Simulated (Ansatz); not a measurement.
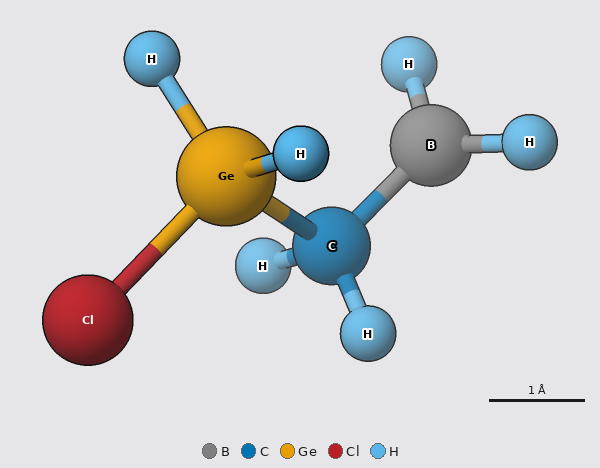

*The structure as given in the input (ball-and-stick view, seen at a tilt). Sticks mark near contacts.*

## Single-point calculation, with input and output: CH6BClGe

- system: CH6BClGe, SMILES B[CH2][GeH2][Cl]
- method: RKS wB97X-V/def2-TZVPP (Ansatz 0.2.0)

The geometry comes from this level: PBE0-D4/def2-TZVP.

**The input**
```yaml
crystal:
  periodic: [false, false, false]
  atoms:
    - {symbol: B, position_ang: [-1.533398, 0.523298, -0.064925]}
    - {symbol: C, position_ang: [-0.455429, -0.469572, -0.518477]}
    - {symbol: Ge, position_ang: [1.209325, 0.030515, 0.410064]}
    - {symbol: Cl, position_ang: [2.705958, -1.377057, -0.255318]}
    - {symbol: H, position_ang: [-1.691111, 1.559288, -0.644839]}
    - {symbol: H, position_ang: [-2.182326, 0.311317, 0.919180]}
    - {symbol: H, position_ang: [-0.611329, -1.506324, -0.210963]}
    - {symbol: H, position_ang: [-0.179712, -0.415390, -1.574279]}
    - {symbol: H, position_ang: [1.107330, -0.129872, 1.931789]}
    - {symbol: H, position_ang: [1.713792, 1.422596, 0.010770]}
basis:
  gaussian: {orbitals: def2-TZVPP}
hamiltonian: {xc: {name: wB97X-V}}
output: {orbitals: {seedname: orbitals}}
```

Hardware: 4 threads of Arm Neoverse V1, 23 GiB of memory available, shared host.

Launch command:
```bash
ansatz run in.yaml --threads 4 --pin off --events-out ev --progress --plain --max-ram 10444MiB
```

**What the program printed**
```
Functional definition: wB97X-V
  name "wB97X-V"
  cite "Mardirossian & Head-Gordon, Phys. Chem. Chem. Phys. 16, 9904 (2014) doi:10.1039/C3CP54374A"
  cite "Becke, J. Chem. Phys. 107, 8554 (1997) doi:10.1063/1.475007"
  cite "Vydrov & Van Voorhis, J. Chem. Phys. 133, 244103 (2010) doi:10.1063/1.3521275"
  parameter omega = 0.3/bohr
  parameter cx = 0.167
  parameter cx1 = 0.603
  parameter cx2 = 1.194
  parameter css0 = 0.556
  parameter css1 = -0.257
  parameter cos0 = 1.219
  parameter cos1 = -1.850
  parameter b = 6.0
  parameter c = 0.01
  exchange = spin_sum(e_x_unif_sr(omega)*poly(b97_u_x, 1 - cx, cx1, cx2)) + cx*exact_x_sr(omega) + exact_x_lr(omega)
  correlation = spin_sum(e_c_pw_same_spin*poly(b97_u_same, css0, css1))
      + integral(e_c_pw_opposite_spin*poly(b97_u_opposite, cos0, cos1)) + vv10(b, c)
1402 factors; their error is unknown
312 factors; integrals over basis functions are off by at most 2.6e-5 eV
mean field evaluation 1: about -70842.8489 eV, gradient 4.1e1 eV
mean field evaluation 2: about -70844.1950 eV, gradient 3.5e1 eV
mean field evaluation 4: about -70846.2112 eV, gradient 1.7e0 eV
mean field evaluation 8: about -70846.2233 eV, gradient 1.1e-1 eV
mean field evaluation 16: about -70846.4083 eV, gradient 2.0e-4 eV
mean field -70846.40826804 eV, -2603.5574824301 hartree, gradient 5.1e-5 eV, S^2 0.000000; 0 other end points of the search recorded, 0 dependent functions left out
reference -70846.40826582 eV, -2603.5574823487 hartree; 33, 33 occupied and 203, 203 virtual orbitals, 1402 factors
Total energy: -70846.40826582 eV, -2603.5574823487 hartree
```

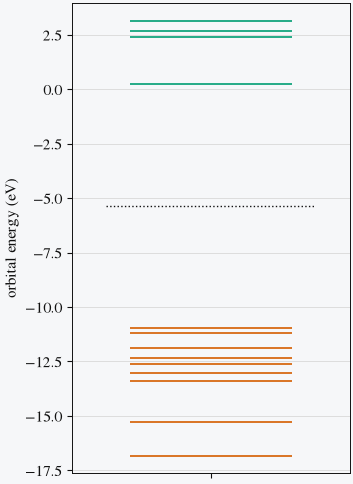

*Orbital energies near the frontier; the dotted line parts filled from empty levels, and levels within 0.02 eV of each other stand side by side.*

Highest filled −10.97 eV, lowest empty 0.23 eV, 11.20 eV apart.

**Results in brief**

- outcome: converged
- total energy: −70846.4083 eV
- SCF solution under orbital rotations: stable
- HOMO: −10.97 eV
- LUMO: 0.23 eV
- wall time: 9 s (CPU time 34 s)
- peak memory: 0.78 GiB
